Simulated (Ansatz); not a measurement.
## Single-point calculation of Si$_{3}$H$_{10}$O

- system: Si$_{3}$H$_{10}$O
- method: RKS PBE0-D4/def2-TZVPP (Ansatz 0.2.0)

The geometry is a transition state. The reaction was set up to form Si1–O7 and H2–H6 and to break Si1–H2 and H6–O7 (atoms counted from 1 in the order of the input); sticks are drawn by distance alone. The geometry comes from this level: PBE0-D4/def2-TZVP.

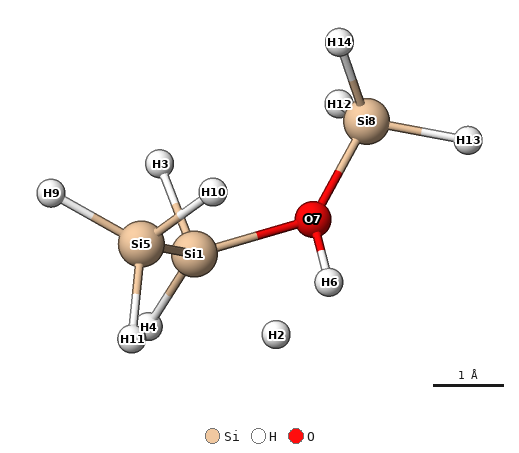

Fig. 1: The input geometry (ball-and-stick view, seen at a tilt; atoms are numbered from 1 in the order of the input). Bond lengths as drawn: H–O 1.09 Å, H–Si 1.48 to 1.52 Å, O–Si 1.69 to 1.85 Å and Si–Si 2.34 Å.

## The input
```yaml
crystal:
  periodic: [false, false, false]
  atoms:
    - {symbol: Si, position_ang: [-0.959679, 0.108097, 0.339580]}
    - {symbol: H, position_ang: [-0.595795, -1.525285, 0.825551]}
    - {symbol: H, position_ang: [-0.880627, 1.363844, -0.509038]}
    - {symbol: H, position_ang: [-2.419184, -0.164314, 0.385832]}
    - {symbol: Si, position_ang: [-0.005099, 0.776029, 2.365335]}
    - {symbol: H, position_ang: [-0.079819, -1.542589, -0.265996]}
    - {symbol: O, position_ang: [-0.038124, -0.756132, -1.018244]}
    - {symbol: Si, position_ang: [0.876422, -0.319092, -2.366049]}
    - {symbol: H, position_ang: [-0.251568, 2.208208, 2.694397]}
    - {symbol: H, position_ang: [1.470475, 0.581434, 2.262261]}
    - {symbol: H, position_ang: [-0.501793, -0.075869, 3.480191]}
    - {symbol: H, position_ang: [-0.040169, 0.120377, -3.440759]}
    - {symbol: H, position_ang: [1.613559, -1.539618, -2.763068]}
    - {symbol: H, position_ang: [1.811302, 0.765011, -1.990093]}
basis:
  gaussian: {orbitals: def2-TZVPP}
hamiltonian: {xc: pbe0, dispersion: d4}
output: {orbitals: {seedname: orbitals}}
```

Run as:
```bash
ansatz run in.yaml --threads 8 --pin off --events-out ev --progress --plain --max-ram 19148MiB
```

## Output
```
Functional definition: PBE0
  name "PBE0"
  cite "Adamo & Barone, J. Chem. Phys. 110, 6158 (1999) doi:10.1063/1.478522"
  cite "Perdew, Burke & Ernzerhof, Phys. Rev. Lett. 77, 3865 (1996) doi:10.1103/PhysRevLett.77.3865"
  parent pbe
  parameter a = 0.25
  parameter kappa = 0.804
  parameter beta = 0.06672455060314922
  exchange = (1 - a)*pbe_x(kappa = kappa, mu = beta*pi^2/3) + a*exact_x
  correlation = pbe_c(beta = beta)
1614 factors; their error is unknown
mean field evaluation 1: about -25827.6063 eV, gradient 4.5e1 eV
mean field evaluation 2: about -25821.5253 eV, gradient 7.4e1 eV
mean field evaluation 4: about -25830.9632 eV, gradient 2.0e0 eV
mean field evaluation 8: about -25830.9753 eV, gradient 7.1e-2 eV
mean field evaluation 16: about -25831.0260 eV, gradient 1.7e-5 eV
mean field -25831.02595101 eV, -949.2726948015 hartree, gradient 1.7e-5 eV, S^2 0.000000; 0 other end points of the search recorded, 0 dependent functions left out
reference -25831.02599256 eV, -949.2726963284 hartree; 30, 30 occupied and 267, 267 virtual orbitals, 1614 factors
Total energy: -25831.29565816 eV, -949.2826063563 hartree
```

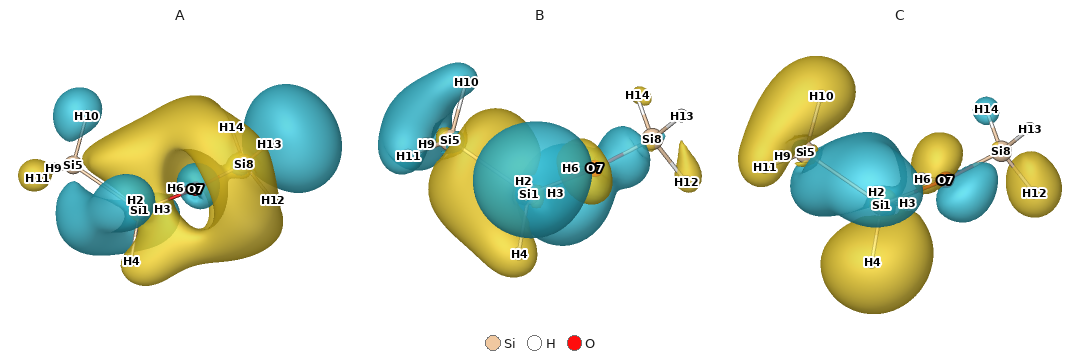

Fig. 2: Three frontier orbitals at ±0.06 Å⁻³ᐟ² (yellow and cyan are the two phases). C is the HOMO−1 (−8.62 eV). By Hirshfeld shares it lies mainly on Si1 (30 %), H4 (20 %), Si5 (15 %), O7 (10 %) and H2 (10 %). B is the HOMO (−6.97 eV). By Hirshfeld shares it lies mainly on Si1 (25 %), Si5 (20 %), H2 (20 %) and H3 (10 %). A is the LUMO (−0.47 eV). It lies mainly on Si8 (40 %) and Si1 (15 %). The HOMO–LUMO gap is 6.50 eV between the orbital energies.

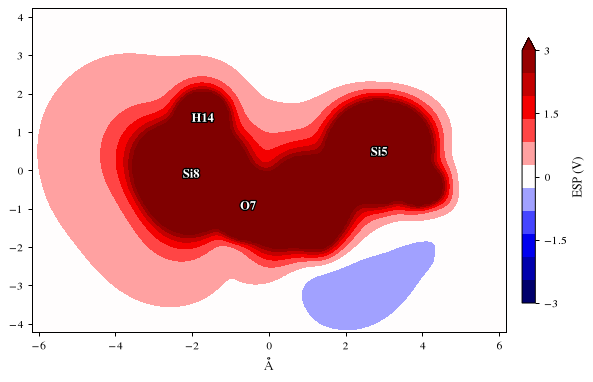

Fig. 3: Electrostatic potential on the plane of atoms O7, Si8 and H14.

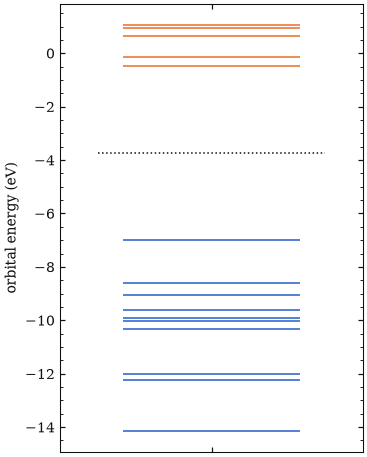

Fig. 4: Orbital energies near the frontier; the dotted line parts filled from empty levels, and levels within 0.02 eV of each other stand side by side. Highest filled −6.97 eV, lowest empty −0.47 eV, 6.50 eV apart.

## Results in brief

- outcome: converged
- total energy: −25831.2957 eV
- mean-field energy: −25831.0260 eV
- dispersion energy: −0.2697 eV
- SCF solution under orbital rotations: stable
- HOMO: −6.97 eV
- LUMO: −0.47 eV
- hardware: 8 threads of Arm Neoverse V1, 23 GiB of memory available, shared host
- wall time: 2.7 s (CPU time 19 s)
- peak memory: 0.9 GiB
